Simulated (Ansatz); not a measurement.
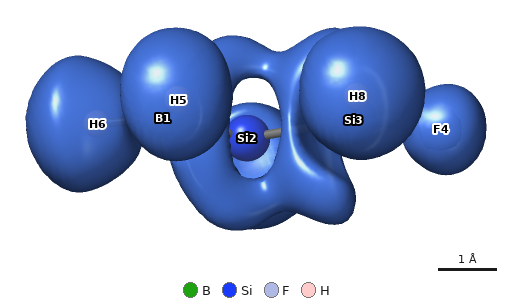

Figure. BFH₄Si₂ (SMILES B[SiH]=[SiH]F). Isosurface of the ELF at 0.75 (blue), seen from one side. Core shells and regions of very low density are left out.

All numbers below come from RKS PBE/6-31G* (Ansatz).

```xyz
8

B     0.3809    1.5639   -0.3680
Si   -0.9161    0.1489   -0.5994
Si   -0.2107   -1.6144    0.4775
F    -0.9168   -3.0716    0.6085
H     1.3566    1.3219    0.2976
H     0.2405    2.6531   -0.8604
H    -2.2195    0.0336   -1.3231
H     1.0738   -1.6539    1.2481
```

Identify the bonds, lone pairs and shells in this picture.

Answer. The ELF exceeds this value in one region between bonded Si–Si atoms (shared pairs), four regions around hydrogen nuclei and one region wrapped around F (its lone pairs, merged into a ring or cap).

Values along the shortest contacts:
Si–F (1.62 Å): the ELF peaks at about 0.85 in the valence shell of F, 0.6 Å from its nucleus, and is about 0.45 at the midpoint. Si–B (1.93 Å): the ELF peaks at about 0.95 between the atoms; a shared electron pair.
